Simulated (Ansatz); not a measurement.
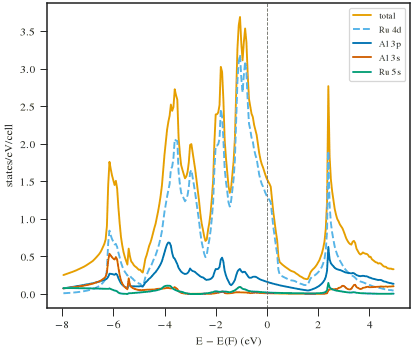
Figure. Total and projected density of states of AlRu (CsCl type, Pm-3m), plane-wave PAW LDA (Ansatz code)

Question: Which orbitals carry the states next to the Fermi level?

Answer: Within 0.5 eV of the Fermi level: Ru 4d 84 %, Al 3p 12 %. Projections are on Löwdin-orthogonalised atomic valence shells; empty p or d shells of many metals are not among them.

Question: Where is the tallest occupied peak in this window, and what makes it?

Answer: Near -1.0 eV, about 3.7 states/eV per cell; the largest projected share is Ru 4d.

Symmetry was held in the LDA relaxation; of distortions, only those at the zone centre were tested. The run is not spin-polarised. Spin–orbit coupling is left out wherever it is not named.

Potentials: the later of the program's two PAW sets.
